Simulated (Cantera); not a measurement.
Input: 1 mol FeS, 0.061 mol SO3, 0.25 mol CO2, held at 1398.15 K.

Equilibrium computed with Cantera from the NASA thermochemical tables; the gas is ideal and each condensed phase is pure. Candidate condensed phases: C, Fe, Fe(CO)5, FeO, FeS, FeSO4, FeS2, Fe2O3, Fe2(SO4)3, Fe3O4, S; 25 gas species. Metal and sulfide melt together well below either melting point, which pure phases cannot show. Mutual solubility and eutectic melting of coexisting phases are not modelled. The tables' stoichiometric FeO is somewhat more stable than real wüstite, so its field is too wide. FeO, FeS: taken at fixed stoichiometry. Equilibrium is a limit: real reactors are often held back by kinetics, nucleation or transport.

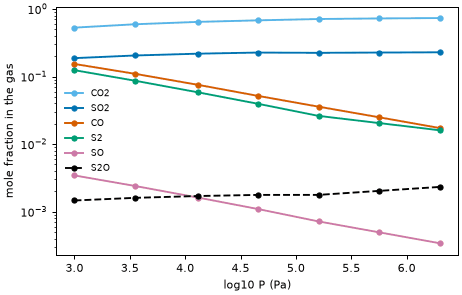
Equilibrium gas composition (values under 1e-9 drawn at 1e-9)

Read off the mole fractions at 0.0100 bar.

CO2 about 0.53, SO2 about 0.19, CO about 0.15, S2 about 0.12, SO about 0.0034, S2O about 0.0015.
